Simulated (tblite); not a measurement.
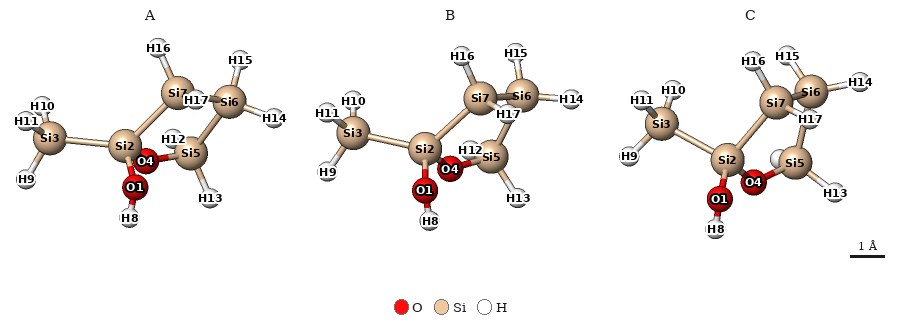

3 geometries from one relaxation of Si₅H₁₀O₂, in shuffled order. The picture is a ball-and-stick view, seen at a tilt.

Computed with tblite, GFN2-xTB geometry optimisation, gas phase. 

Q: Order the frames from highest to lowest energy.

A: C, B, A. They are steps 0, 72, 142, at +0.520 eV, +0.036 eV relative to the last. H15 moves most after the best rigid fit: 1.61 Å. By element the largest moves are H 1.61 Å, O 0.71 Å, Si 0.67 Å. Near-neighbour distances that change, for instance: O4–Si5 1.690 → 1.633 Å, Si5–Si6 2.355 → 2.321 Å, Si2–Si3 2.335 → 2.307 Å, Si3–H10 1.496 → 1.467 Å. Among the angles between lasting bonds that change: Si3–Si2–Si7 105.3° → 130.6°, O1–Si2–Si7 113.2° → 101.9°, H16–Si7–H17 112.8° → 103.4°. Groups turn about Si2–O4 by about 40°, Si2–Si7 by about 35°, Si6–Si7 by about 30°. After 142 geometry steps the energy has fallen by 0.520 eV. The run took 1.5 s on 1 thread of Intel(R) Xeon(R) 6975P-C (shared host).
